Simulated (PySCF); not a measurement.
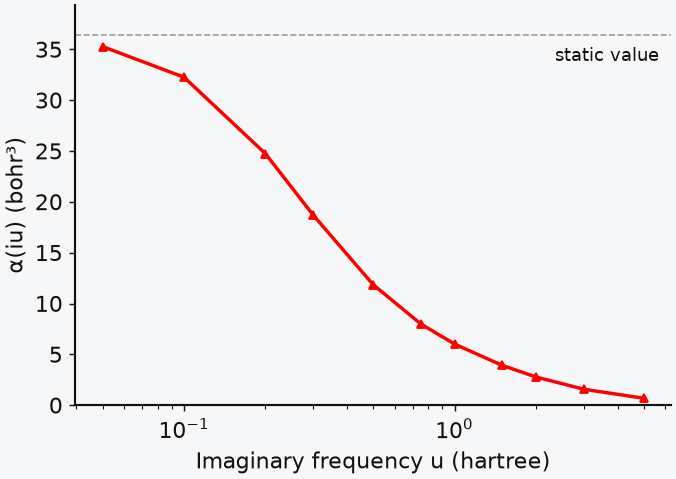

Dipole polarisability at imaginary frequency of the Hg atom ([Xe] 4f¹⁴ 5d¹⁰ 6s²). Coupled response at the CAM-B3LYP level; PySCF, aug-cc-pVDZ-PP with a 60-electron core potential, unrestricted single determinants, no spin-orbit coupling.

> Give the static polarisability, its fall-off and C₆.

The static dipole polarisability is 36.5 bohr³ (the recommended value is 33.9); α(iu) falls to half of it near u = 0.31 hartree. The Casimir–Polder integral gives C₆ = 341 hartree bohr⁶ for two such species.
